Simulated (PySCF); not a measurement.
## Two runs on C₃H₁₂N₂Si₂

System: C₃H₁₂N₂Si₂.
Method of the first run: GIAO PBE/pcSseg-1 NMR shielding, non-relativistic, gas phase (PySCF 2.14.0).

The geometry comes from this level: GFN2-xTB. Text and figures count atoms from 1; the logs count them from 0 in places.

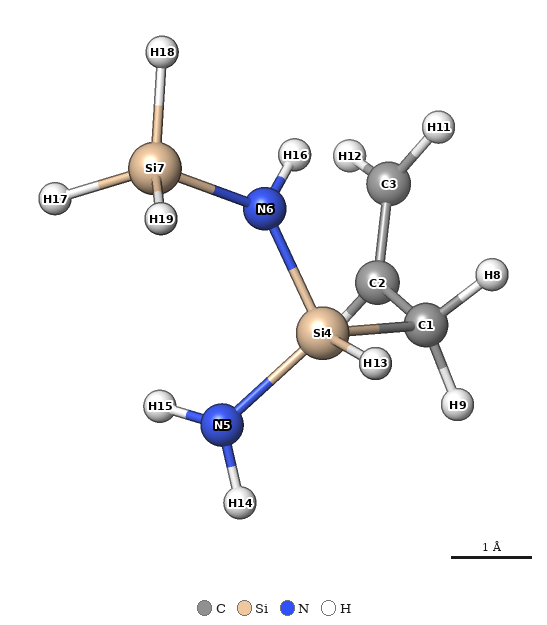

The input geometry (ball-and-stick view, seen at a tilt; atoms are numbered from 1 in the order of the input).

Input file, the first run:
```
{"job": {"kind": "nmr", "xc": "PBE", "basis": "pcSseg-1", "pop": false}, "charge": 0, "multiplicity": 1}
C     -1.700160     0.099396    -0.646372
C     -1.924498    -0.678958     0.596623
C     -2.185247    -0.152566     1.781590
Si     0.171011     0.200266    -1.065302
N      0.927871    -1.281189    -1.517505
N      0.947884     0.770155     0.368236
Si     2.635771     0.873714     0.721908
H     -2.105765     1.104196    -0.536819
H     -2.215577    -0.374986    -1.481265
H     -1.817776    -1.752604     0.499547
H     -2.301065     0.911696     1.913765
H     -2.307298    -0.756980     2.664469
H      0.371729     1.101342    -2.204318
H      0.605815    -1.779774    -2.329940
H      1.209338    -1.925899    -0.797560
H      0.325110     0.972725     1.133029
H      3.187654    -0.429140     1.121745
H      2.750133     1.815954     1.838342
H      3.315261     1.350069    -0.479163
```

The first line tells a small driver script what to run in PySCF; the rest is the geometry in Å.

Launched with:
```bash
OMP_NUM_THREADS=1 python <driver script> task.json out
```

Hardware: 1 CPU thread, shared host.

Output (the first run):
```
coarse grid: 16072 points
cycle   1  E = -809.2030710812  dE =  4.894e-01  |g| = 8.804e-01  |ddm| = 3.943e+00
cycle   2  E = -808.8192961851  dE =  3.838e-01  |g| = 1.536e+00  |ddm| = 2.463e+00
cycle   3  E = -809.3733073955  dE = -5.540e-01  |g| = 1.888e-01  |ddm| = 1.919e+00
cycle   4  E = -809.3814300833  dE = -8.123e-03  |g| = 6.427e-02  |ddm| = 2.370e-01
cycle   5  E = -809.3823596980  dE = -9.296e-04  |g| = 1.898e-02  |ddm| = 7.692e-02
cycle   6  E = -809.3824264608  dE = -6.676e-05  |g| = 9.134e-03  |ddm| = 2.433e-02
cycle   7  E = -809.3824452908  dE = -1.883e-05  |g| = 1.956e-03  |ddm| = 1.000e-02
cycle   8  E = -809.3824460606  dE = -7.699e-07  |g| = 9.039e-04  |ddm| = 2.423e-03
final grid: 143928 points
cycle   9  E = -809.4296973851  dE = -2.369e-05  |g| = 1.512e-02  |ddm| = 3.522e-02
cycle  10  E = -809.4296002379  dE =  9.715e-05  |g| = 2.543e-02  |ddm| = 3.539e-02
cycle  11  E = -809.4297491387  dE = -1.489e-04  |g| = 2.807e-03  |ddm| = 2.387e-02
cycle  12  E = -809.4297509228  dE = -1.784e-06  |g| = 6.919e-04  |ddm| = 3.044e-03
cycle  13  E = -809.4297510229  dE = -1.001e-07  |g| = 2.816e-04  |ddm| = 7.833e-04
cycle  14  E = -809.4297510428  dE = -1.989e-08  |g| = 6.123e-05  |ddm| = 2.584e-04
cycle  15  E = -809.4297510438  dE = -9.579e-10  |g| = 1.745e-05  |ddm| = 7.906e-05
converged SCF energy = -809.4297510438

GIAO shielding tensors (ppm)
atom      isotropic    diamagn.    paramagn.     s11        s22        s33       span
  0 C      147.589     256.520    -108.931    129.614    148.079    165.075     35.461
  1 C       39.950     258.138    -218.188    -76.155     34.878    161.127    237.281
  2 C       66.848     254.835    -187.988    -37.444     86.284    151.703    189.147
  3 Si     360.212     883.007    -522.795    324.471    354.269    401.895     77.424
  4 N      240.035     319.833     -79.798    203.403    245.251    271.450     68.048
  5 N      253.828     327.074     -73.245    233.771    243.465    284.249     50.477
  6 Si     394.504     881.067    -486.564    350.026    374.664    458.821    108.795
  7 H       29.994      33.419      -3.425     27.156     28.574     34.253      7.097
  8 H       29.817      31.553      -1.736     26.985     28.004     34.462      7.477
  9 H       25.368      33.305      -7.937     22.801     25.004     28.300      5.498
 10 H       26.589      32.727      -6.137     22.656     26.416     30.696      8.039
 11 H       26.493      30.369      -3.877     23.337     25.907     30.233      6.896
 12 H       26.315      30.587      -4.272     23.136     24.157     31.653      8.518
 13 H       31.631      31.642      -0.011     25.043     26.707     43.145     18.103
 14 H       31.107      34.283      -3.176     24.998     28.086     40.237     15.239
 15 H       31.562      37.311      -5.749     21.812     30.557     42.316     20.504
 16 H       26.660      29.690      -3.030     22.450     25.144     32.387      9.937
 17 H       26.782      29.008      -2.227     23.154     24.999     32.192      9.038
 18 H       26.644      28.806      -2.162     23.299     24.917     31.715      8.416
```

The second run used a changed input.

The two runs side by side:

| quantity | the first run | the second run |
| --- | --- | --- |
| outcome | converged | converged |
| total energy (hartree) | −809.429751 | −809.429746 |
| HOMO (eV) | −5.63 | −5.63 |
| LUMO (eV) | −0.75 | −0.75 |
| dipole moment (D) | 1.50 | 1.50 |
| shielding of C1 (ppm) | 147.6 | 147.6 |
| shielding of C3 (ppm) | 66.8 | 66.8 |
| shielding of Si4 (ppm) | 360.2 | 360.2 |
| shielding of N5 (ppm) | 240.0 | 240.1 |
| shielding of N6 (ppm) | 253.8 | 253.8 |
| shielding of Si7 (ppm) | 394.5 | 394.5 |
| shielding of H15 (ppm) | 31.1 | 31.1 |
| SCF iterations | 15 | 11 |
| basis functions | 193 | 193 |
| wall time (shared host) | 34 s | 24 s |

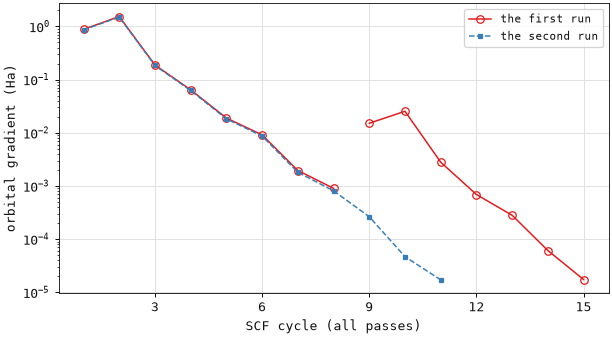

Convergence of the two runs: orbital gradient against the SCF cycle. A break in a curve parts two SCF passes (coarse and final grid). The first run takes 15 cycles in all, and the second run takes 11.

Which change of the input explains these differences?

The change (lines with − go, lines with + come):
```diff
+"grid": 1
```

The energy doesn't change within 0.01 kcal/mol. No shielding changes by as much as 0.05 ppm. The SCF takes 11 iterations against 15.

Output (the second run):
```
final grid: 68272 points
cycle   1  E = -809.2568825559  dE =  4.828e-01  |g| = 8.627e-01  |ddm| = 3.942e+00
cycle   2  E = -808.8927662791  dE =  3.641e-01  |g| = 1.500e+00  |ddm| = 2.408e+00
cycle   3  E = -809.4210008300  dE = -5.282e-01  |g| = 1.844e-01  |ddm| = 1.867e+00
cycle   4  E = -809.4287835101  dE = -7.783e-03  |g| = 6.250e-02  |ddm| = 2.327e-01
cycle   5  E = -809.4296659691  dE = -8.825e-04  |g| = 1.829e-02  |ddm| = 7.483e-02
cycle   6  E = -809.4297281843  dE = -6.222e-05  |g| = 8.710e-03  |ddm| = 2.348e-02
cycle   7  E = -809.4297453118  dE = -1.713e-05  |g| = 1.811e-03  |ddm| = 9.573e-03
cycle   8  E = -809.4297459815  dE = -6.697e-07  |g| = 8.133e-04  |ddm| = 2.299e-03
cycle   9  E = -809.4297461451  dE = -1.636e-07  |g| = 2.647e-04  |ddm| = 9.031e-04
cycle  10  E = -809.4297461640  dE = -1.891e-08  |g| = 4.693e-05  |ddm| = 2.740e-04
cycle  11  E = -809.4297461646  dE = -5.427e-10  |g| = 1.721e-05  |ddm| = 6.553e-05
converged SCF energy = -809.4297461646

GIAO shielding tensors (ppm)
atom      isotropic    diamagn.    paramagn.     s11        s22        s33       span
  0 C      147.586     256.511    -108.925    129.611    148.073    165.075     35.463
  1 C       39.951     258.152    -218.201    -76.158     34.876    161.135    237.293
  2 C       66.838     254.833    -187.996    -37.455     86.265    151.703    189.158
  3 Si     360.222     883.005    -522.783    324.500    354.281    401.885     77.385
  4 N      240.061     319.832     -79.771    203.417    245.237    271.529     68.113
  5 N      253.819     327.074     -73.255    233.777    243.438    284.242     50.465
  6 Si     394.533     881.069    -486.535    350.035    374.697    458.867    108.832
  7 H       29.994      33.419      -3.425     27.156     28.574     34.252      7.096
  8 H       29.817      31.553      -1.736     26.985     28.005     34.462      7.477
  9 H       25.368      33.307      -7.939     22.801     25.003     28.300      5.500
 10 H       26.590      32.727      -6.137     22.657     26.417     30.696      8.040
 11 H       26.493      30.371      -3.878     23.338     25.907     30.233      6.895
 12 H       26.316      30.588      -4.272     23.136     24.158     31.654      8.518
 13 H       31.631      31.641      -0.009     25.042     26.704     43.147     18.105
 14 H       31.104      34.278      -3.174     24.995     28.080     40.237     15.242
 15 H       31.561      37.311      -5.751     21.812     30.556     42.315     20.503
 16 H       26.660      29.690      -3.030     22.450     25.144     32.387      9.937
 17 H       26.782      29.008      -2.227     23.153     24.999     32.192      9.039
 18 H       26.643      28.806      -2.163     23.298     24.916     31.714      8.416
```
